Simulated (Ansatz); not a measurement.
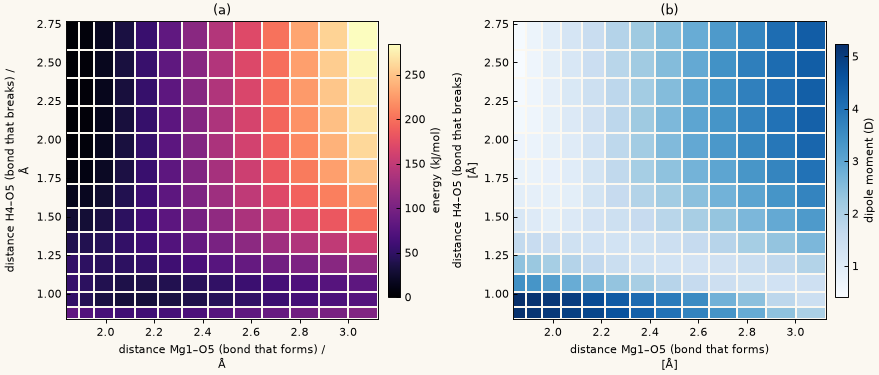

The reacting system CH₆MgO (fragments CH₄Mg + H₂O where the first distance is long, CH₄MgO + H₂ where the second is long). The first coordinate is: distance Mg1–O5 (bond that forms); the second: distance H4–O5 (bond that breaks). Relaxed at each point: all other coordinates. Grid: 13 × 13 points. Points are written as (first, second). All energies are given in kJ/mol relative to the lowest grid point. The reference is spin-restricted, so regions where a bond is pulled apart into radicals lie too high. Computed with Ansatz, RKS PBE-D4/def2-SVP.

Panel (a) is the energy; panel (b) is the computed dipole moment, in D.

Drawn: one coloured cell a grid point.

Question: How does the dipole moment vary over the map, and what is it at the lowest grid point?

Answer: Leaving out the highest fifth of the energies, it runs from 0.41 D at (1.863 Å, 2.487 Å) to 5.24 D at (1.863 Å, 0.954 Å). At the lowest grid point, (1.863 Å, 2.306 Å), it is 0.48 D. That point lies on the edge of the scan.

| second ↓, first → | 1.863 | 1.917 | 1.991 | 2.075 | 2.167 | 2.265 | 2.368 | 2.475 | 2.586 | 2.701 | 2.818 | 2.939 | 3.063 |
| --- | --- | --- | --- | --- | --- | --- | --- | --- | --- | --- | --- | --- | --- |
| 2.673 | 0.46 | 0.67 | 0.94 | 1.25 | 1.55 | 1.89 | 2.21 | 2.54 | 2.86 | 3.25 | 3.64 | 4.09 | 4.40 |
| 2.487 | 0.41 | 0.64 | 0.92 | 1.18 | 1.49 | 1.81 | 2.18 | 2.52 | 2.92 | 3.41 | 3.78 | 4.11 | 4.38 |
| 2.306 | 0.48 | 0.62 | 0.86 | 1.13 | 1.44 | 1.76 | 2.16 | 2.54 | 3.01 | 3.42 | 3.77 | 4.07 | 4.36 |
| 2.129 | 0.53 | 0.64 | 0.83 | 1.08 | 1.38 | 1.76 | 2.20 | 2.61 | 3.03 | 3.36 | 3.69 | 4.00 | 4.32 |
| 1.957 | 0.66 | 0.69 | 0.82 | 1.00 | 1.32 | 1.74 | 2.15 | 2.58 | 2.95 | 3.29 | 3.59 | 3.92 | 4.23 |
| 1.791 | 0.76 | 0.75 | 0.81 | 0.97 | 1.28 | 1.69 | 2.09 | 2.39 | 2.72 | 3.03 | 3.35 | 3.67 | 4.00 |
| 1.630 | 0.91 | 0.84 | 0.84 | 0.91 | 1.29 | 1.61 | 1.90 | 2.16 | 2.44 | 2.73 | 3.03 | 3.37 | 3.68 |
| 1.476 | 1.16 | 1.04 | 0.91 | 1.08 | 1.30 | 1.43 | 1.61 | 1.82 | 2.08 | 2.33 | 2.62 | 2.93 | 3.25 |
| 1.329 | 1.66 | 1.56 | 1.45 | 1.40 | 1.34 | 1.32 | 1.36 | 1.46 | 1.62 | 1.84 | 2.09 | 2.35 | 2.62 |
| 1.191 | 2.39 | 2.27 | 2.09 | 1.90 | 1.68 | 1.51 | 1.39 | 1.32 | 1.31 | 1.38 | 1.51 | 1.69 | 1.91 |
| 1.065 | 3.45 | 3.35 | 3.12 | 2.87 | 2.61 | 2.35 | 2.07 | 1.84 | 1.62 | 1.45 | 1.35 | 1.33 | 1.41 |
| 0.954 | 5.24 | 5.18 | 5.10 | 4.99 | 4.74 | 4.43 | 4.15 | 3.86 | 3.54 | 2.75 | 2.43 | 1.75 | 1.47 |
| 0.873 | 5.19 | 5.14 | 5.05 | 4.94 | 4.82 | 4.60 | 4.32 | 4.00 | 3.71 | 3.39 | 2.89 | 2.40 | 2.01 |
